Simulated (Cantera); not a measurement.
Feed: 1 mol SiC, 0.076 mol O2, 68 mol N2, held at 2.20 Pa.

Cantera equilibrium calculation (NASA polynomials, part measured and part estimated; ideal gas, pure solids and liquids). Candidate condensed phases: C, Si, SiC, SiO2, Si2N2O, Si3N4; 34 gas species. The tables' values for SiN are old estimates; treat these amounts as uncertain. Rates play no part.

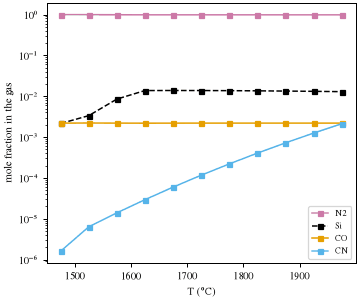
Figure: Equilibrium gas composition (values under 1e-9 drawn at 1e-9)

Read off the mole fractions at 1575 °C.

N2 about 0.99, Si about 0.0085, CO about 0.0022, CN about 1.4e-5.
